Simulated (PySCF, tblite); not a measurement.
# C₂H₁₀OS₂Si₂: geometry, infrared bands and NMR shifts

Wanted: the infrared bands and NMR shifts of C₂H₁₀OS₂Si₂ (`CO[Si@H](S)CS[SiH3]`), by calculation.

Computed with tblite 0.8.0 and PySCF 2.14.0, with density-fitted response routines of our own, on a single molecule in the gas phase. Atoms are numbered from 0 throughout.

### Step 1. The starting structure

17 atoms, charge 0, multiplicity 1; geometry from: force field or distance geometry start.

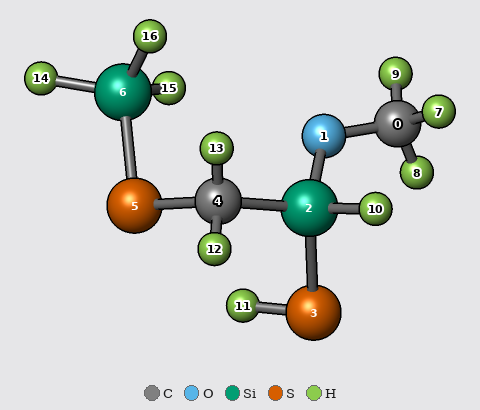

The starting geometry (carbon grey, oxygen blue, silicon teal, sulfur orange, hydrogen green), atoms numbered.

### Step 2. Optimising the geometry with GFN2-xTB

What the job is given:

```
{"job": {"kind": "relax", "xc": "GFN2-xTB", "basis": "xTB"}, "charge": 0, "multiplicity": 1}
C     -1.819700     1.662100    -0.911800
O     -0.758100     0.888400    -0.422000
Si    -0.682500    -0.739600    -0.798700
S     -2.195900    -1.736500     0.343100
C      0.972700    -1.508900    -0.485700
S      1.456300    -1.476000     1.259300
Si     2.181300     0.527300     1.614000
H     -1.841400     1.667900    -2.002400
H     -2.785300     1.319400    -0.512900
H     -1.682400     2.696200    -0.575500
H     -1.054400    -0.877500    -2.235900
H     -1.515800    -1.720000     1.507500
H      0.939200    -2.556600    -0.789800
H      1.751800    -1.026100    -1.102200
H      3.165400     0.491700     2.724900
H      1.035300     1.391200     2.004200
H      2.826400     1.009000     0.373900
```

Command:

```console
$ OMP_NUM_THREADS=1 python probes_run.py task.json out
```

The driver reads the jobs from task.json and runs them one after another.

**Question.** This job is followed by: GFN2-xTB harmonic vibrations, gas phase; GIAO PBE0/pcSseg-1 NMR shielding, non-relativistic, gas phase. Predict these results of the whole session: strongest single infrared mode (GFN2-xTB); zero-point energy (GFN2-xTB); ¹³C shifts against TMS (PBE0/pcSseg-1); ¹H shifts against TMS (PBE0/pcSseg-1, means over atoms taken as alike); ¹⁷O shifts against H2O (PBE0/pcSseg-1); ²⁹Si shifts against TMS (PBE0/pcSseg-1); ³³S shifts against CS2 (PBE0/pcSseg-1); surface potential, least and greatest.

**Answer**, as computed:

| quantity | value |
| --- | --- |
| strongest single infrared mode (GFN2-xTB) | 784 cm⁻¹, 298 km/mol |
| zero-point energy (GFN2-xTB) | 70.5 kcal/mol |
| ¹³C shifts against TMS (PBE0/pcSseg-1) | 51.4, 19.2 ppm |
| ¹H shifts against TMS (PBE0/pcSseg-1, means over atoms taken as alike) | 5.60, 4.55, 3.77, 1.93, 1.90, 1.49 ppm |
| ¹⁷O shifts against H2O (PBE0/pcSseg-1) | 34.3 ppm |
| ²⁹Si shifts against TMS (PBE0/pcSseg-1) | 0.5, -49.4 ppm |
| ³³S shifts against CS2 (PBE0/pcSseg-1) | -221, -241 ppm |
| surface potential, least and greatest | -0.96 V and 1.33 V |

**Reading.** The optimisation took 136 steps and gained 0.302 eV; among the close pairs (by a distance rule), O1–Si2 changed most, from 1.673 to 1.619 Å. All 45 modes are real, so the xTB geometry is a minimum. The strongest single mode, at 784 cm⁻¹, moves mainly H15 and H14. GFN2-xTB is a fitted tight-binding method: band positions and strengths are rough. Its intensities can rank the bands wrongly. At PBE0/pcSseg-1: The largest span, 277 ppm, is at S5, where the paramagnetic term is -334 ppm.
